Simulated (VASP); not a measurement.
Input:

```xyz
9
Lattice="2.4319 -4.2121 0.0000 2.4319 4.2121 0.0000 0.0000 0.0000 5.3874" Properties=species:S:1:pos:R:3 pbc="T T T"
Si     1.1287     1.9549     1.7958
Si     2.6064     0.0000     0.0000
Si     1.1287    -1.9549     3.5916
O      1.6718     0.5665     1.1891
O      3.5372     1.1646     4.7807
O      2.0866    -2.4810     2.4024
O      3.5372    -1.1646     0.6066
O      1.6718    -0.5665     4.1982
O      2.0866     2.4810     2.9849
```

All values below come from LDA (Ceperley-Alder, Perdew-Zunger), VASP's LDA PAW potentials (set 64) (plane waves; VASP 6.6.1). Numerical set-up: 520 eV cut-off, 6×6×5 Γ-centred mesh, tetrahedra with Blöchl corrections, potentials Si O.

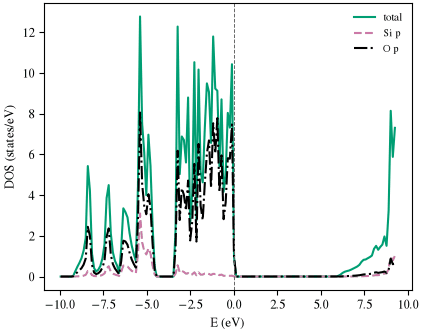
Figure: Total and projected density of states, zero at the valence-band maximum

Within 2 eV below the valence-band maximum the largest weight inside VASP's projection spheres is O p.

The gap is indirect, 5.81 eV, from the valence maximum at K to the conduction minimum at Γ.

The compound is SiO2 in the quartz structure. It was relaxed first.
